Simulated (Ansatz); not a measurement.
Consider TiO$_{2}$ in the anatase structure (space group I4_1/amd, No. 141; a = 3.739 Å, c = 9.455 Å).

One thing is altered: cell and atoms relaxed at a pressure of 15 GPa.

Method: DFT with LDA, PAW potentials and a 420 eV plane-wave cutoff in Ansatz (an electronic-structure program), without spin-orbit coupling.

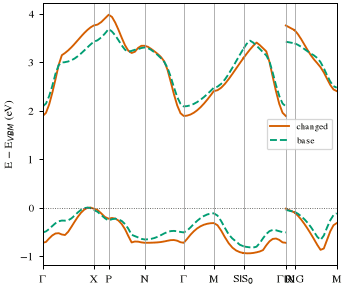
Fig. 1. Highest valence and lowest conduction band along the path, each from its own valence-band maximum

### Question
From the figure, how large is the changed gap, and is it direct?

### Answer
About 1.9 eV, indirect, Γ–X (94 % along) → Γ.

Load acts through the strain it causes; cell and atoms are relaxed under it. Whether these cells are dynamically stable was not tested. Competing high-pressure phases were not computed. The final runs are not spin-polarised.
